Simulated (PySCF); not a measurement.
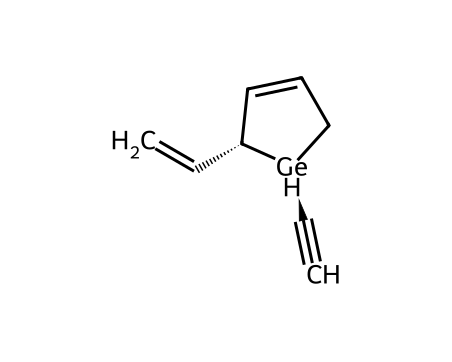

Structural formula above. The computed structure is the end point of a PBE0-D3(BJ)/def2-SVP optimisation. No frequency run is at hand to confirm it as a minimum.

What does the molecule look like in three dimensions?

The molecule is C₈H₁₀Ge. Its SMILES string is `C#[C][Ge@@H]1[CH2]C=C[C@H]1C=C`. Among its groups: alkene, alkyne. This geometry has C1 symmetry. Coordination, clear cases only: 2 C linear; 2 C tetrahedral; 4 C trigonal planar.

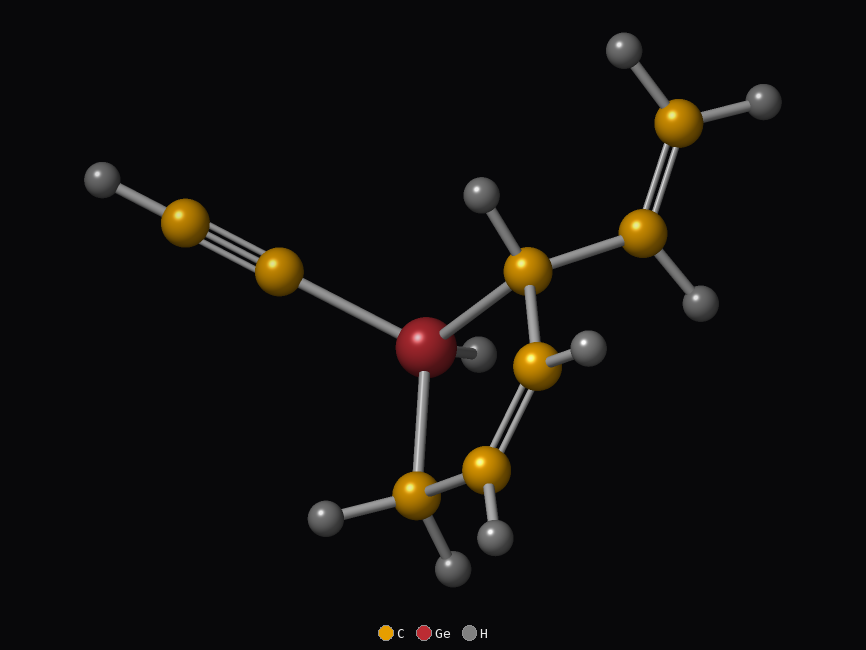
